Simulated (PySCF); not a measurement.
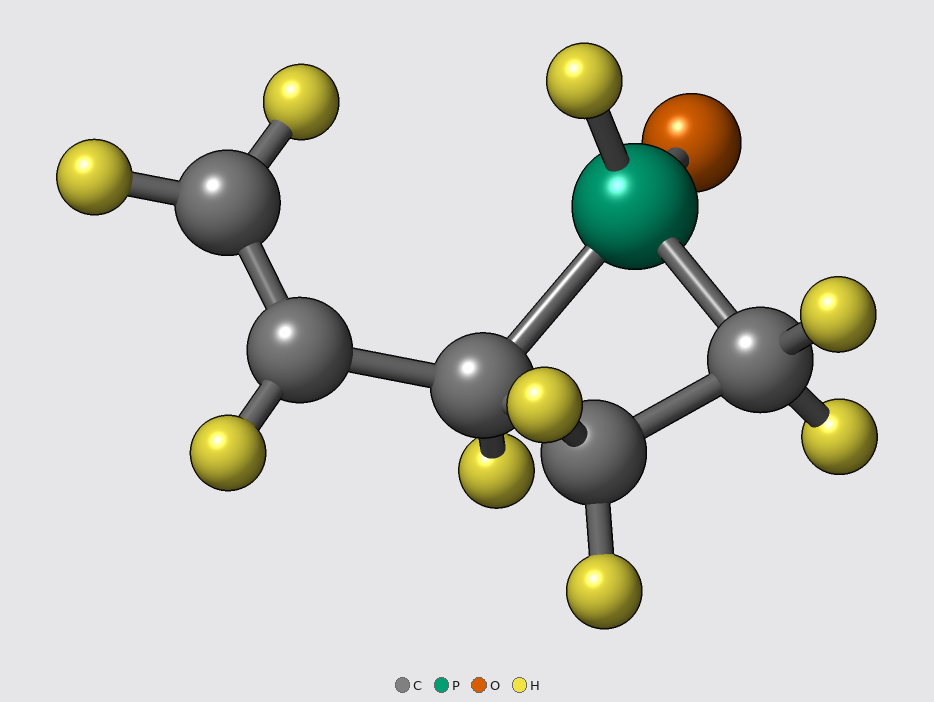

(Drawn from a calculation with PySCF.)

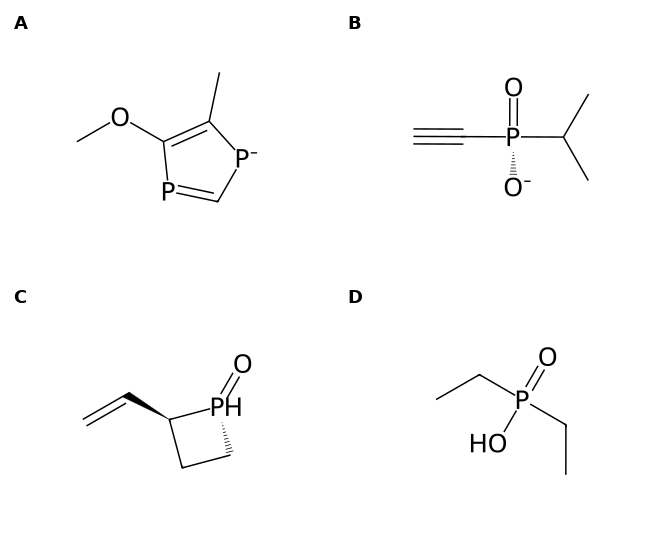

Which structural formula matches the 3D model?

Answer. C, `C=C[C@@H]1CC[P@H]1=O`.
